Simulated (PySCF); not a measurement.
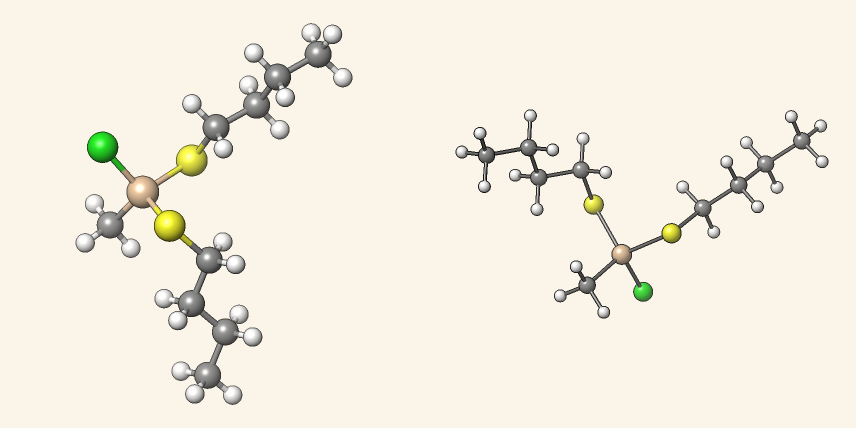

Two views of one molecule. Colours: carbon grey, sulfur yellow, silicon light orange, chlorine green, hydrogen white.

Computed geometry: PBE0-D3(BJ)/def2-SVP optimisation. No frequency run is at hand to confirm it as a minimum.

Description:

It has 34 atoms: 9 carbon, 21 hydrogen, 1 chlorine, 2 sulfur and 1 silicon (C9H21ClS2Si). SMILES: `CCCCS[Si](C)(Cl)SCCCC`. It has no ring. The point group is C1.

More results for the same structure follow; atom numbers are the same in all pictures, views and colours differ.

Electronic properties

No frequency run is at hand to confirm it as a minimum. Level of theory: KT3/pcSseg-2, gas phase (PySCF 2.14.0).

Predict the main results.

- dipole moment: 2.46 D
- HOMO energy (Kohn–Sham orbital): −5.90 eV
- LUMO energy (Kohn–Sham orbital): −0.91 eV
- HOMO–LUMO gap: 4.99 eV

NMR shielding

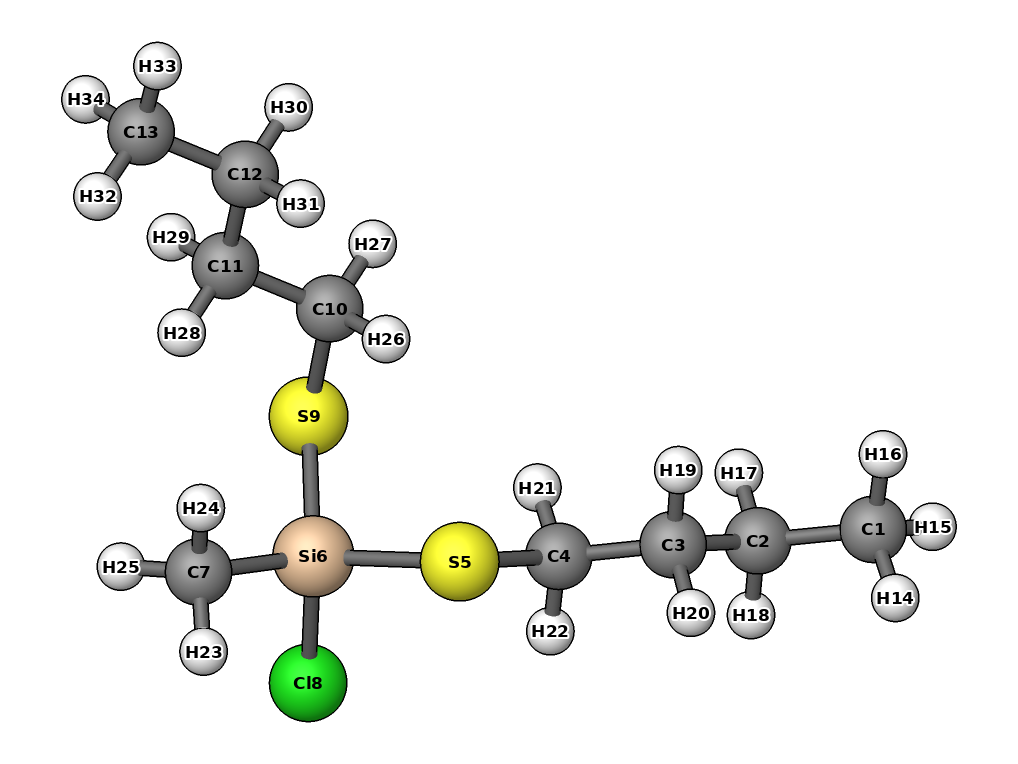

No frequency run is at hand to confirm it as a minimum. Method: GIAO PBE0/pcSseg-1 NMR shielding, non-relativistic, IEF-PCM chloroform (PySCF 2.14.0). Principal shieldings σ11 ≤ σ22 ≤ σ33, span Ω = σ33 − σ11, skew κ = 3(σiso − σ22)/Ω.

**Which S atom has the most anisotropic shielding?**

S9, with a span of 331 ppm.

Give the shielding tensors of the S atoms.

```csv
atom,σ11,σ22,σ33,σiso,Ω,κ
S5,505.7,526.5,790.2,607.5,284.5,0.85
S9,476.3,523.1,807.3,602.2,331.0,0.72
```

Shieldings and span in ppm.

Charges

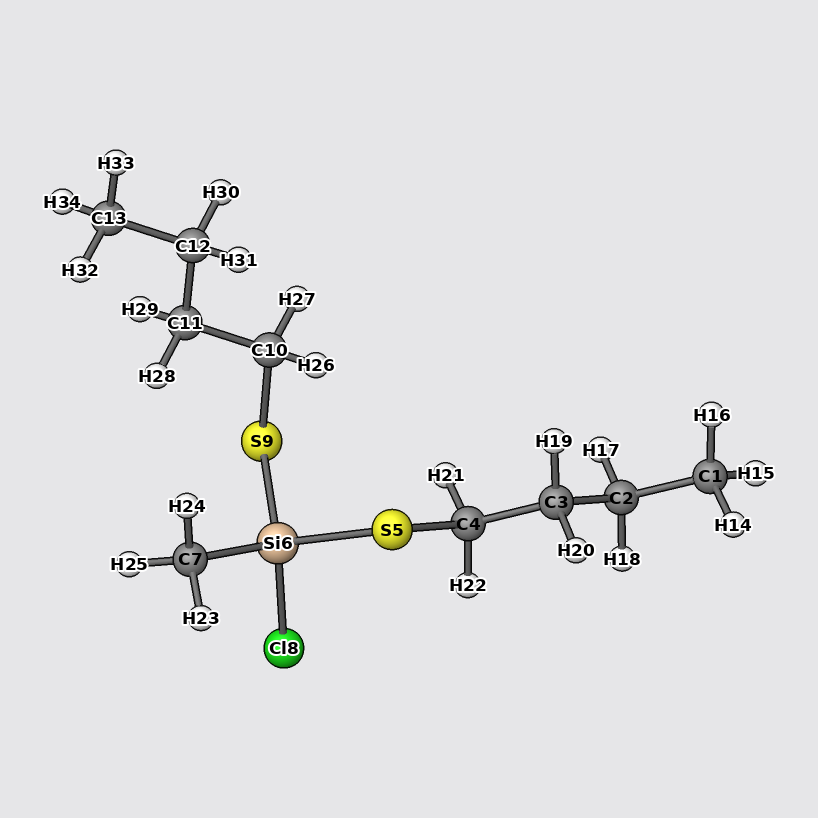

The questions are on ESP-fitted charges. No frequency run is at hand to confirm it as a minimum. Level of theory: PBE0/pcSseg-2, gas phase (PySCF 2.14.0).

List the ESP-fitted charges.

```tsv
atom	value (e)
C1	−0.47
C2	0.10
C3	0.21
C4	−0.31
S5	−0.22
Si6	0.48
C7	−0.80
Cl8	−0.15
S9	−0.33
C10	0.23
C11	−0.09
C12	0.18
C13	−0.31
H14	0.11
H15	0.13
H16	0.11
H17	0.01
H18	0.01
H19	0.00
H20	0.01
H21	0.09
H22	0.11
H23	0.23
H24	0.26
H25	0.22
H26	−0.04
H27	0.04
H28	0.01
H29	0.04
H30	−0.04
H31	−0.02
H32	0.07
H33	0.08
H34	0.08
```
